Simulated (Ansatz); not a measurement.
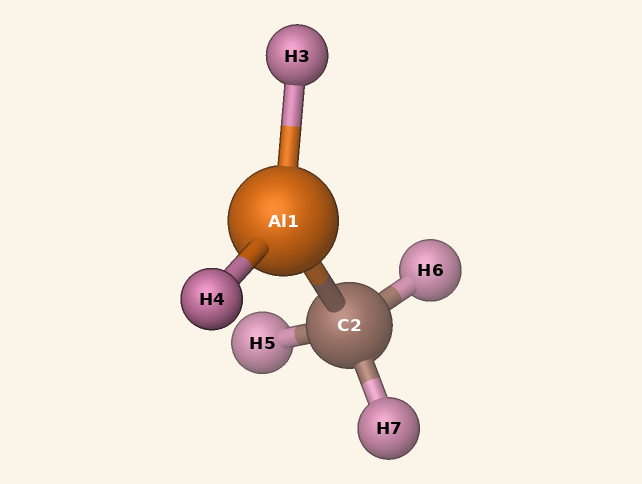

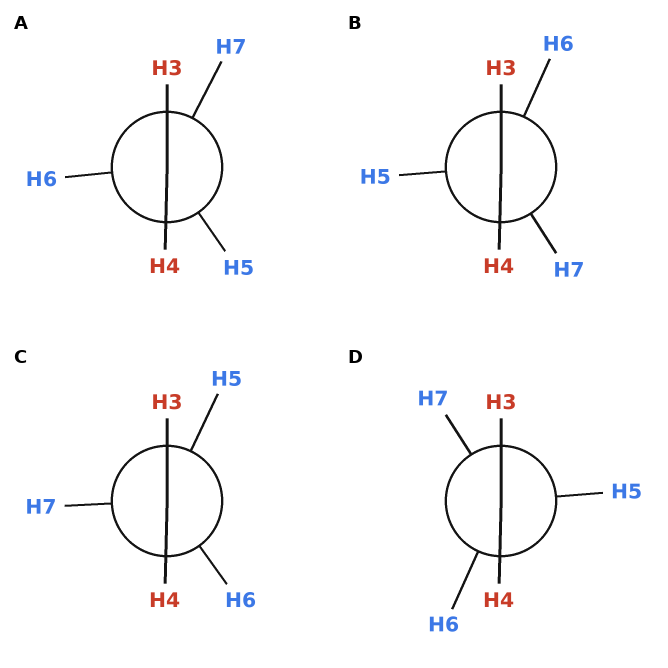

Depth is shown by fading: the farther an atom, the more it takes the colour of the background. Bonds that would overlap in a projection are set slightly apart. The computed geometry is a stationary point of PBE0-D4/def2-TZVP, a saddle point of order 1.

> Which Newman projection shows the view along Al1–C2, with Al1 in front?

B. The torsion angle H3–Al1–C2–H5 is −95°, about perpendicular.
